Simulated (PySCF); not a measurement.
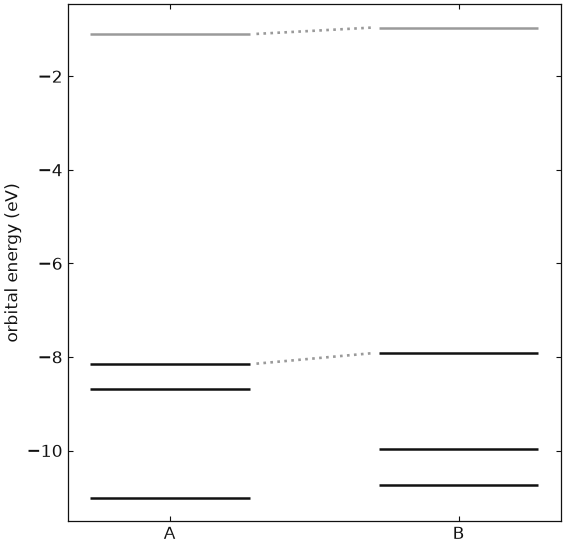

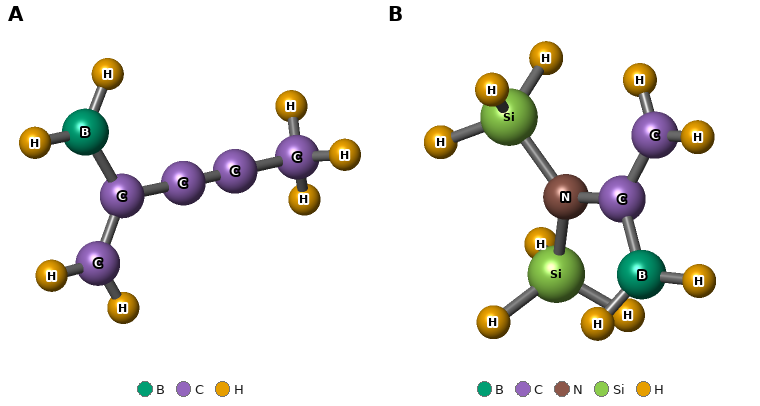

Related molecules: A is C₅H₇B, SMILES BC(=C)C#CC; B is C₂H₁₀BNSi₂, SMILES BC(=C)N([SiH3])[SiH3]. Frontier orbital energies, CAM-B3LYP/def2-SVPD with PySCF 2.14.0, at a GFN2-xTB geometry (no frequency check); drawn are at most three filled levels and, in grey, the LUMO with any level within 0.03 eV of it; dotted lines join the HOMOs and the LUMOs.

What does the change do to the frontier levels?

From A to B the HOMO rises by 0.22 eV and the LUMO rises by 0.14 eV, so the separation goes from 7.05 to 6.96 eV.

Caveats, for all or some of the runs: one conformer of a flexible molecule; the tight-binding geometry is rougher than a DFT one and adds to the error.
